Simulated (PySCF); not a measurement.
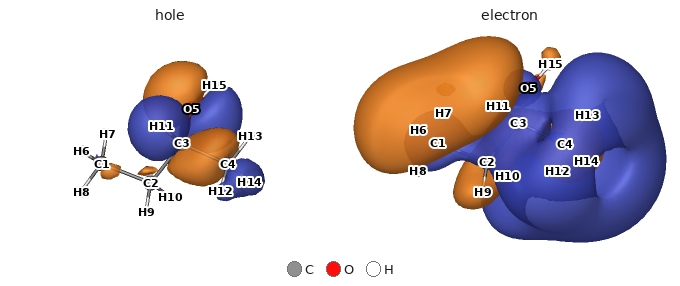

*C4H10O, SMILES `CCC(C)O`. Leading natural transition orbital pair of T₄ (TDA triplet states); the surfaces enclose about 85 % of each orbital's density.*

PySCF calculation, B3LYP/def2-SVP, gas phase; geometry: GFN2-xTB. No frequency check shows the geometry to be a minimum. Without diffuse functions Rydberg states are missing, so the states' numbers hold for this basis only.

Geometry (Å), atoms numbered from 1:

```
C1      -2.0544   -0.0240    0.1314
C2      -0.7417   -0.6664   -0.2979
C3       0.4663    0.0422    0.3184
C4       1.7643   -0.7079    0.0159
O5       0.5022    1.3550   -0.2098
H6      -2.1858   -0.1067    1.2084
H7      -2.0525    1.0284   -0.1377
H8      -2.8941   -0.5107   -0.3586
H9      -0.7240   -1.7162    0.0001
H10     -0.6472   -0.6121   -1.3834
H11      0.3299    0.0936    1.4130
H12      1.7219   -1.7151    0.4213
H13      2.6164   -0.1934    0.4586
H14      1.9147   -0.7665   -1.0598
H15      1.2967    1.7953    0.1090
```

> Where does the state lie, and where do hole and electron sit?

8.57 eV (145 nm), spin-forbidden from the singlet ground state, partly diffuse acceptor orbital, which a basis without diffuse functions describes poorly; the leading pair carries 97 %; hole on O5 (56 %), C3 (14 %) and H11 (9 %), electron on H14 (24 %), C4 (13 %) and H11 (10 %) (atom shares of so diffuse an orbital are rough); their centroids lie 1.3 Å apart. In canonical orbitals it is mainly HOMO → LUMO+2 (79 %). The HOMO–LUMO gap is 8.48 eV.

Run time: 3.6 min on 1 thread of Arm Neoverse V2, with other jobs on the host, peak memory 0.69 GiB.
